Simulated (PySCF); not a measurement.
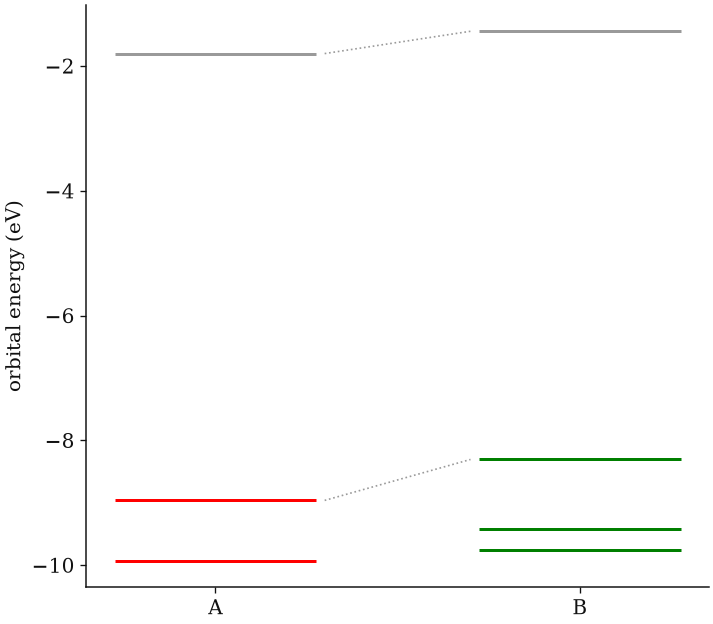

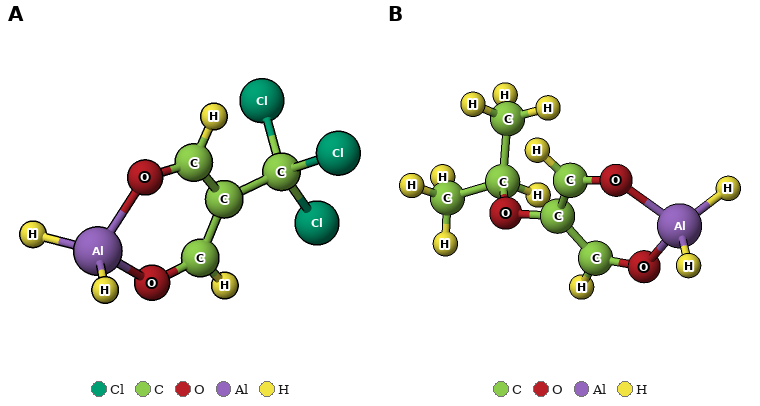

Related molecules: A is C₄H₄AlCl₃O₂, SMILES ClC(Cl)(Cl)C1=C[O][AlH2-][O+]=C1, singlet; B is C₆H₁₁AlO₃, SMILES CC(C)OC1=C[O][AlH2-][O+]=C1, singlet. Frontier orbital energies, CAM-B3LYP/def2-SVPD in PySCF, at a PBE0-D3(BJ)/def2-SVP geometry (no frequency check); drawn are at most three filled levels and, in grey, the LUMO with any level within 0.03 eV of it; dotted lines join the HOMOs and the LUMOs.

### What does the change do to the frontier levels?

From A to B the HOMO rises by 0.66 eV and the LUMO rises by 0.36 eV, so the separation goes from 7.16 to 6.86 eV.

### Does the ΔSCF ionisation energy follow the HOMO?

A: −ε(HOMO) 8.96, ΔSCF 9.61 eV; B: −ε(HOMO) 8.31, ΔSCF 8.96 eV.

Caveats, for all or some of the runs: one conformer of a flexible molecule.
